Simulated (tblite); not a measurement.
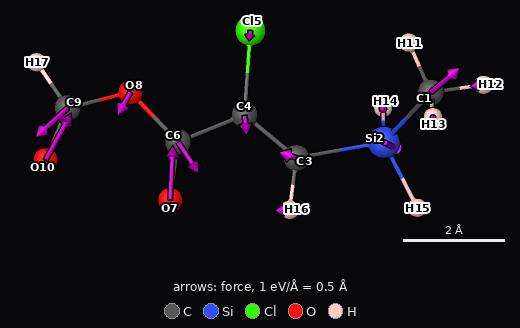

Starting geometry of C5H7ClO3Si with the computed forces as purple arrows. Style: ball-and-stick. Shown face on.

Level of theory: GFN2-xTB geometry optimisation, gas phase in tblite. 

Question: What follows when this structure is relaxed?

Answer: It isn't relaxed: the largest force vector, on O10, is 2.35 eV/Å. The final displacements have little in common with the starting forces (cosine between the two patterns 0.18). The energy falls by 7.08 kcal/mol in 66 geometry steps. The atom that moves furthest after the best rigid fit is H17 (0.23 Å). Largest moves by element: H 0.23 Å, Cl 0.20 Å, O 0.19 Å, C 0.18 Å, Si 0.12 Å. Among the contacts that change: C1–Si2 1.832 → 1.898 Å, Si2–C3 1.837 → 1.893 Å, C9–O10 1.211 → 1.183 Å, C6–O7 1.221 → 1.194 Å. Bond angles that change, for instance: Si2–C3–H16 110.5° → 120.2°, C6–O8–C9 117.2° → 123.2°, C1–Si2–C3 112.8° → 107.3°.
